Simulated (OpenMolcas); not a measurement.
**Ru⁴⁺ complex: multiconfigurational calculation (part 2 of 2)**

Continued. System: Ru⁴⁺ with 6 ligands (Cl and O; tetragonal octahedron, 2.55 Å), neutralised by 6 outer point charges of +0.67 e, whose field is part of the energies. Method: state-averaged CASSCF, active space 4 electrons in the shell 4d, basis ANO-RCC-VDZP on the metal and ANO-RCC-VDZP on the ligands, DKH2 scalar Hamiltonian, spin-orbit coupling by RASSI with atomic mean-field integrals (OpenMolcas).

Output (extracts), continued:
```
--- RASSI ---
SPIN-FREE ENERGIES:
  (Shifted by EMIN (a.u.) =      -6521.9760048184)

 SF State       Relative EMIN(au)   Rel lowest level(eV)    D:o, cm**(-1)

     1             0.0000000000        0.0000000000              0.0000
     6             0.0249218426        0.6781578854           5469.7122
    51             0.0531868486        1.4472878794          11673.1640
    52             0.0553195804        1.5053224682          12141.2445
     7             0.0603013473        1.6408832513          13234.6160
     8             0.0638305475        1.7369176817          14009.1859
     9             0.0645008671        1.7551580090          14156.3040
    10             0.0698180660        1.8998463603          15323.2943
    11             0.0698180660        1.8998463603          15323.2943
    12             0.0709369672        1.9302932134          15568.8647
    53             0.0744021234        2.0245849169          16329.3786
     2             0.0781007721        2.1252302755          17141.1382
     3             0.0781007721        2.1252302755          17141.1382
    13             0.0836174799        2.2753475414          18351.9156
    14             0.0836174806        2.2753475611          18351.9157
    15             0.0868508446        2.3633318781          19061.5571
    54             0.0908331860        2.4716969089          19935.5800
    55             0.0932680379        2.5379526033          20469.9682
    56             0.0954082541        2.5961908540          20939.6914
    57             0.0954082541        2.5961908540          20939.6914
     4             0.0954542154        2.5974415249          20949.7787
    58             0.0985488571        2.6816510146          21628.9741
    16             0.1131318326        3.0784739929          24829.5672
    17             0.1131318326        3.0784739929          24829.5672
    59             0.1154166483        3.1406469958          25331.0263
    18             0.1164725059        3.1693783439          25562.7603
    19             0.1164725059        3.1693783439          25562.7603
    60             0.1247785134        3.3953963237          27385.7182
    61             0.1247785134        3.3953963237          27385.7182
    20             0.1261996297        3.4340668684          27697.6172
    62             0.1345795865        3.6620971083          29536.8051
    63             0.1345795865        3.6620971083          29536.8051
    21             0.1393225126        3.7911587028          30577.7571
    22             0.1393225126        3.7911587028          30577.7571
    64             0.1413708470        3.8468967216          31027.3145
    65             0.1413708470        3.8468967216          31027.3145
    23             0.1427307552        3.8839017102          31325.7799
    24             0.1455142278        3.9596438561          31936.6815
    25             0.1455142286        3.9596438774          31936.6817
    66             0.1507793066        4.1029139508          33092.2327
Eigenvalues of complex Hamiltonian:
   -----------------------------------
  (Shifted by EMIN (a.u.) =      -6521.9760048184)

 SO State       Relative EMIN(au)   Rel lowest level(eV)    D:o, cm**(-1)

     1            -0.0018366370        0.0000000000              0.0000
     2            -0.0014927649        0.0093572372             75.4712
     3            -0.0014927649        0.0093572372             75.4712
     4            -0.0005492884        0.0350305389            282.5404
     5            -0.0005488487        0.0350425048            282.6369
     6             0.0246227398        0.7199963212           5807.1620
     7             0.0248747313        0.7268533605           5862.4677
     8             0.0248747313        0.7268533605           5862.4677
     9             0.0498690956        1.4069846597          11348.0966
    10             0.0519554743        1.4637579169          11806.0038
    11             0.0593778118        1.6657300095          13435.0186
    12             0.0594528420        1.6677716846          13451.4858
    13             0.0594528420        1.6677716864          13451.4858
    14             0.0620136931        1.7374559930          14013.5277
    15             0.0620136932        1.7374559962          14013.5277
    16             0.0637267784        1.7840714195          14389.5064
    17             0.0637267784        1.7840714191          14389.5064
    18             0.0640386930        1.7925590484          14457.9638
    19             0.0644637878        1.8041264670          14551.2613
    20             0.0667265236        1.8656986462          15047.8744
    21             0.0689415717        1.9259731746          15534.0213
    22             0.0689415718        1.9259731786          15534.0213
    23             0.0690948996        1.9301454405          15567.6729
    24             0.0693408341        1.9368376586          15621.6492
    25             0.0693408341        1.9368376581          15621.6492
    26             0.0693711074        1.9376614368          15628.2935
    27             0.0694006459        1.9384652193          15634.7764
    28             0.0700130866        1.9551305811          15769.1916
    29             0.0725529980        2.0242450894          16326.6377
    30             0.0755757499        2.1064983609          16990.0551
    31             0.0755757500        2.1064983637          16990.0551
    32             0.0762992639        2.1261861801          17148.8481
    33             0.0767172371        2.1375598083          17240.5826
    34             0.0769568825        2.1440808920          17293.1786
    35             0.0769568825        2.1440808924          17293.1786
    36             0.0785507992        2.1874535753          17643.0029
    37             0.0787715754        2.1934612010          17691.4577
    38             0.0810411669        2.2552199337          18189.5755
    39             0.0810411669        2.2552199332          18189.5755
    40             0.0823622160        2.2911675090          18479.5122
    41             0.0823838175        2.2917553173          18484.2532
Weights of the five most important spin-orbit-free states for each spin-orbit state.

 SO State  Total energy (au)           Spin-free states, spin, and weights
 -------------------------------------------------------------------------------------------------------
    1        -0.001837       1 2.0  0.9518    6 1.0  0.0391   15 1.0  0.0023    3 2.0  0.0015    2 2.0  0.0015
    2        -0.001493       1 2.0  0.9634    6 1.0  0.0290    3 2.0  0.0016   15 1.0  0.0016   20 1.0  0.0012
    3        -0.001493       1 2.0  0.9634    6 1.0  0.0290    2 2.0  0.0016   15 1.0  0.0016   20 1.0  0.0012
    4        -0.000549       1 2.0  0.9944   10 1.0  0.0010   11 1.0  0.0010   19 1.0  0.0009   18 1.0  0.0009
    5        -0.000549       1 2.0  0.9944   10 1.0  0.0010   11 1.0  0.0010   19 1.0  0.0009   18 1.0  0.0009
    6         0.024623       6 1.0  0.9359    1 2.0  0.0399   53 0.0  0.0131   13 1.0  0.0037   14 1.0  0.0037
    7         0.024875       6 1.0  0.9568    1 2.0  0.0288   12 1.0  0.0059   14 1.0  0.0033   10 1.0  0.0012
    8         0.024875       6 1.0  0.9568    1 2.0  0.0288   12 1.0  0.0059   13 1.0  0.0033   11 1.0  0.0012
    9         0.049869      51 0.0  0.8196    9 1.0  0.1332   11 1.0  0.0183   10 1.0  0.0183    3 2.0  0.0016
   10         0.051955      52 0.0  0.7745    8 1.0  0.1965   11 1.0  0.0057   10 1.0  0.0057   14 1.0  0.0026
   11         0.059378       7 1.0  0.9779   59 0.0  0.0046   13 1.0  0.0026   14 1.0  0.0026   10 1.0  0.0023
   12         0.059453       7 1.0  0.9166    8 1.0  0.0280    9 1.0  0.0183   11 1.0  0.0113   57 0.0  0.0053
```

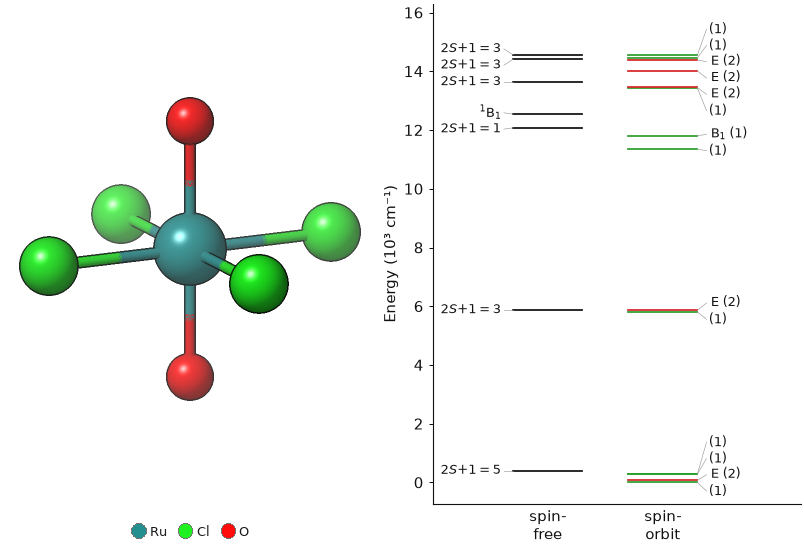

**Figure 1.** Ru⁴⁺ (4d⁴) with 6 ligands, Cl⁻ with axial O²⁻, at 2.55 Å (arrangement: tetragonal octahedron, D4h), axial distortion 0.84, neutralised by outer point charges of +0.67 e, and its levels. Labels give the representation in O, Td, D4 or D3 as the site allows (double group for half-integer spin) where it could be assigned and, in brackets, the degeneracy; spin-free states, where drawn, share the zero of the spin-orbit levels. The ground level is non-degenerate, 95 % from states of spin multiplicity 5. The next level lies at 75 cm⁻¹ (E). The active orbitals hold 66 to 95 % metal character (Löwdin), and the Mulliken charge of the metal is +1.62.

Key numbers:

- outcome: converged
- energy of the lowest spin-free term: −6521.97600 hartree
- energy of the lowest spin-orbit level: −6521.97784 hartree
- largest spread among components of a term: 0.0 cm⁻¹
- wall time: 64 s
- peak memory: 0.38 GiB

Remarks:

Without dynamic correlation the splittings between terms come out too large, often by 20 to 50 %. Limits: small active space favours high spin, ground spin may be wrong; covalent bonds, ligand orbitals missing from the active space; distances are set from ionic radii, not optimised.
